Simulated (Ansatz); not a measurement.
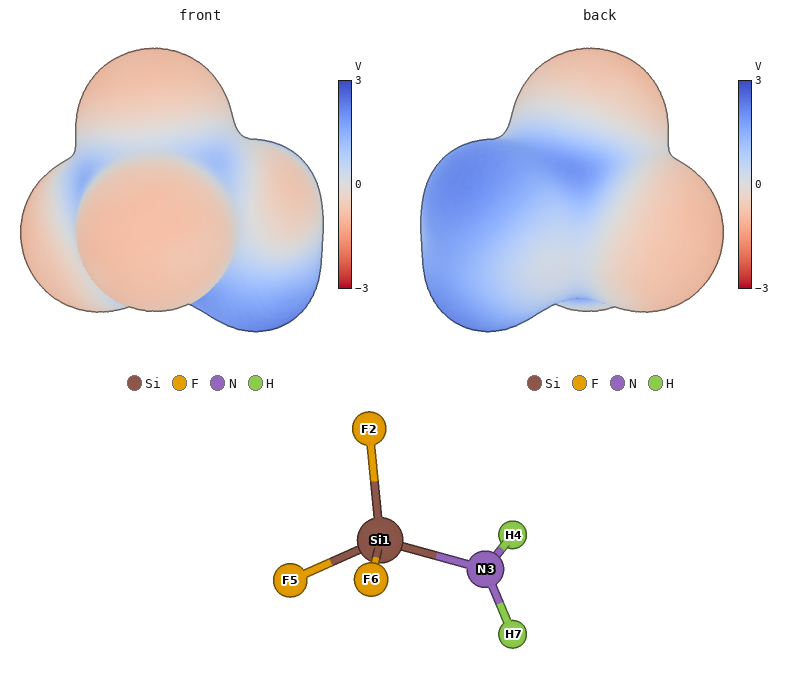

*F$_{3}$H$_{2}$NSi. The molecular electrostatic potential painted on the density surface at 0.002 e/bohr³, seen from the front and from behind; red is negative and blue positive. The bare structure is drawn below in the same view.*

Computed with RKS BLYP-D4/def2-SVP (Ansatz 0.2.0).

Input

```
crystal:
  periodic: [false, false, false]
  atoms:
    - { symbol: Si, position_ang: [-0.877545, -0.173588, -0.107415] }
    - { symbol: F, position_ang: [1.534204, 0.719057, 1.381968] }
    - { symbol: "N", position_ang: [0.356806, -0.63802, -1.032447] }
    - { symbol: H, position_ang: [1.715868, 0.194168, 0.644701] }
    - { symbol: F, position_ang: [-1.966412, 1.022343, -0.19153] }
    - { symbol: F, position_ang: [-1.276207, -1.023087, 1.201456] }
    - { symbol: H, position_ang: [0.513386, -0.100872, -1.896732] }
basis:
  gaussian: { orbitals: def2-SVP }
hamiltonian:
  xc: blyp
  dispersion: d4
relax:
  f_tol: 0.03
  max_steps: 50
output:
  orbitals: {}
```

Launched as:

```sh
ansatz run input.yaml --threads 2 --pin off --max-ram 3072MiB --backend cpu --events-out ev --progress --plain --runs-dir out
```

The fields are those of the relaxed geometry.

Question: Where is the surface potential most negative and most positive?

Answer: The most negative region (about −0.9 V) lies over F2 and F5, the most positive (about +2.1 V) over H4 and H7.
